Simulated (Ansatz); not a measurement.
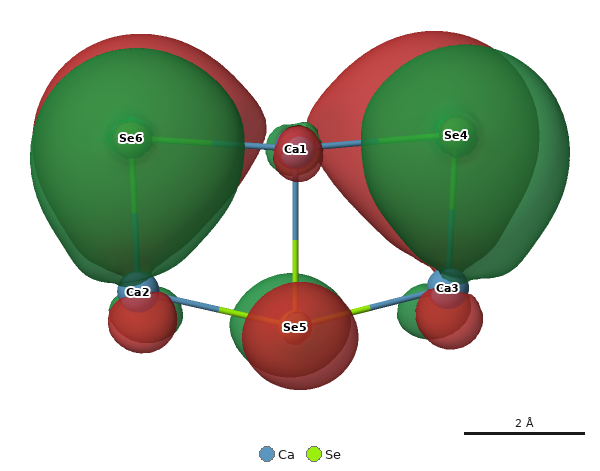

Figure. Ca$_{3}$Se$_{3}$. One frontier orbital at ±0.04 Å⁻³ᐟ² (green and red are the two phases), seen across its widest extent.

Geometry: PBE0-D4/def2-SVP.

These are results of Ansatz 0.2.0, RKS PBE0-D4/def2-TZVP, not measurements.

The calculation's input:

```
crystal:
  periodic: [false, false, false]
  atoms:
    - {symbol: Ca, position_ang: [0.819442, 0.492936, -0.818399]}
    - {symbol: Ca, position_ang: [-0.533861, 1.654863, 2.266232]}
    - {symbol: Ca, position_ang: [-0.911947, -2.615218, -0.691153]}
    - {symbol: Se, position_ang: [0.485167, -1.572999, -2.603188]}
    - {symbol: Se, position_ang: [-0.741143, -0.866080, 1.347140]}
    - {symbol: Se, position_ang: [0.882351, 2.906497, 0.499368]}
basis:
  gaussian: {orbitals: def2-TZVP, initial_orbitals: start.molden}
hamiltonian: {xc: pbe0, dispersion: d4}
scf: {omitted_lower_state_checks: [starts]}
output: {forces: true, orbitals: {seedname: orbitals}}
```

Launched as:

```sh
ansatz run in.yaml --threads 2 --pin off --events-out ev --progress --plain --max-ram 32768MiB --backend cpu
```

**Which orbital is it: HOMO or LUMO?**

The HOMO, at −5.28 eV. It lies mainly on Se4 (about 40 %), Se6 (about 40 %), Ca1 (about 10 %), Ca2 (about 5 %) and Ca3 (about 5 %).
